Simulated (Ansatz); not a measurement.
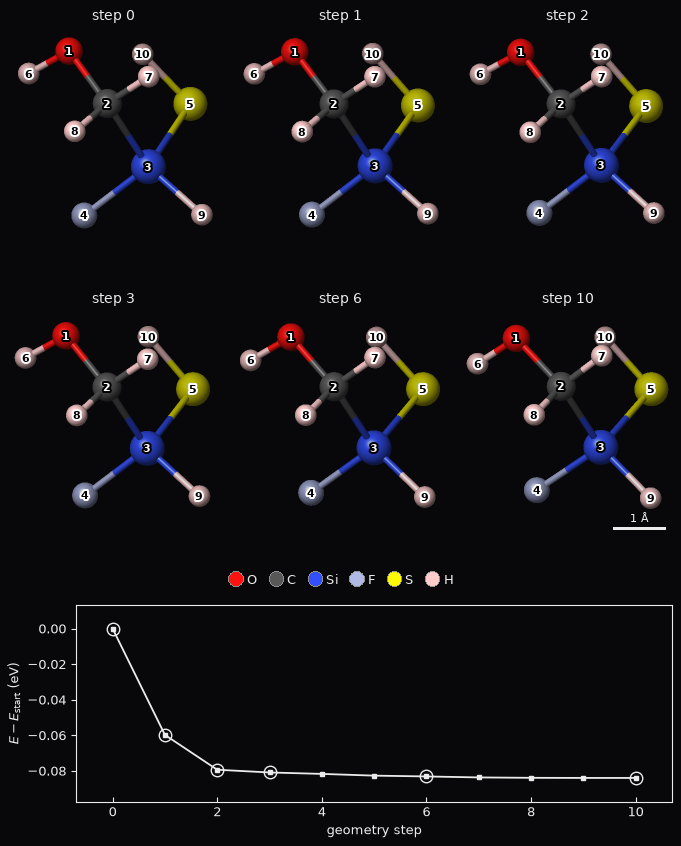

Frames of a relaxation of CH₅FOSSi, marked on the history of the run. Style: ball-and-stick. Shown from a free direction.

The start comes from PBE-D4/def2-SVP.

All numbers below come from RKS PBE0-D4/def2-TZVP in Ansatz. Set-up: force threshold 0.005 eV/Å; at most 150 steps.

### Describe the path.

After 10 geometry steps the energy has fallen by 0.084 eV. The largest force component goes from 1.1 to 0.0027 eV/Å. H10 moves most after the best rigid fit: 0.24 Å. Largest moves by element: H 0.24 Å, F 0.17 Å, O 0.17 Å, S 0.15 Å, Si 0.06 Å, C 0.02 Å. Among the contacts that change: Si3–F4 1.651 → 1.607 Å, C2–Si3 1.907 → 1.880 Å, S5–H10 1.374 → 1.348 Å, Si3–S5 2.133 → 2.114 Å. Among the angles between lasting bonds that change: Si3–S5–H10 87.1° → 91.2°, C2–Si3–S5 105.5° → 109.2°, S5–Si3–H9 111.4° → 108.5°. From step 0 to 1: H10 moves most (0.08 Å), energy −0.060 eV. From step 1 to 2: H10 moves most (0.06 Å), energy −0.020 eV. From step 2 to 3: H10 moves most (0.04 Å), energy −0.002 eV. From step 3 to 6: H6 moves most (0.07 Å), energy −0.002 eV. From step 6 to 10: H6 moves most (0.06 Å), energy −0.001 eV.

```
step  E − E(0), eV  largest force component, eV/Å
   0        0.0000                         1.0944
   1       -0.0598                         0.6709
   2       -0.0794                         0.0557
   3       -0.0809                         0.0387
   4       -0.0817                         0.0877
   5       -0.0827                         0.0507
   6       -0.0831                         0.0261
   7       -0.0837                         0.0258
   8       -0.0839                         0.0200
   9       -0.0840                         0.0073
  10       -0.0840                         0.0027
```
